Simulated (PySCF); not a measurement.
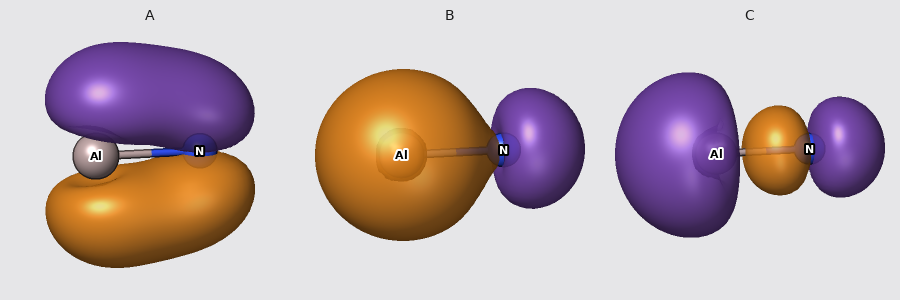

The picture shows: AlN (triplet). Three frontier β-spin orbitals, each drawn at the value that holds 80 % of its norm (orange and purple are the two phases), in no order; of a degenerate pair one member is drawn.

Method: PBE0/def2-SVPD, non-relativistic Hamiltonian with scalar-relativistic core potentials where named, at a bond length of 1.944 Å in PySCF 2.14.0.

> Name the orbitals and rank them from lowest to highest energy.

Orbital B: σ, occupied in this spin, −8.96 eV; shared between the atoms (Al 55 %, N 45 %).
Orbital C: σ, occupied in this spin, −6.09 eV; shared between the atoms (Al 60 %, N 40 %).
Orbital A: π, empty in this spin, −3.30 eV; bonding, with no node between the atoms.
